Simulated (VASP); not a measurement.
Band structure of MgPt$_{2}$ (space group C2/m). Method: PBEsol GGA, VASP's PBE PAW potentials (set 64) (plane waves; VASP 6.6.1).

Unless said otherwise, spin-orbit coupling is left out, though it shifts the bands of the heavy elements here.

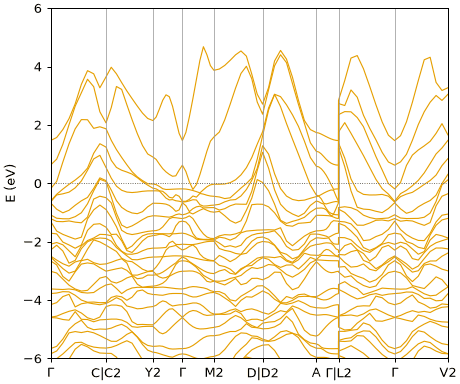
Figure. Bands along high-symmetry lines, zero at the valence-band maximum or, without a gap, the Fermi level

### Question
Read the plot: is there a gap, and where are the band edges?

### Answer
It has no gap at this level: it comes out as a metal or semimetal. (Edges off the drawn lines would not show.)

The structure comes from a computed database's MgPt2 entry (C2/m); how it stands against other phases isn't given here. It was relaxed first.
